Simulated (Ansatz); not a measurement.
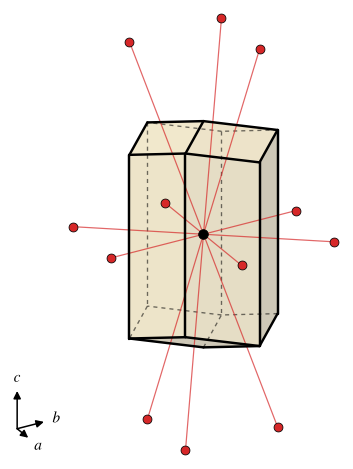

The Wigner–Seitz cell of the crystal's lattice, with lines to the lattice points that define its faces. Crystal: NiAu, the end point of a relaxation with DFT PBEsol, scalar-relativistic, plane waves, PAW (Ansatz); the starting structure was generated, so it need not be a known form of this composition. Geometry calculated from the standardised cell; symmetry tolerance 0.002 Å.

a = 2.766 Å, b = 2.766 Å, c = 12.647 Å, α = 90.00°, β = 90.00°, γ = 120.00°; space group R-3m (No. 166, hexagonal axes).

> What is the cell's combinatorial type?

A rhombic dodecahedron: 12 faces (12 with 4 edges), 24 edges, 14 vertices. Its volume is that of the primitive cell, 27.9 Å³.

> Which lattice vectors do the faces bisect?

```
              example  length (Å)  faces  edges of each  area (Å²)
                a + b        2.77      6              4        6.2
2/3 a + 1/3 b + 1/3 c        4.51      6              4        2.4
```
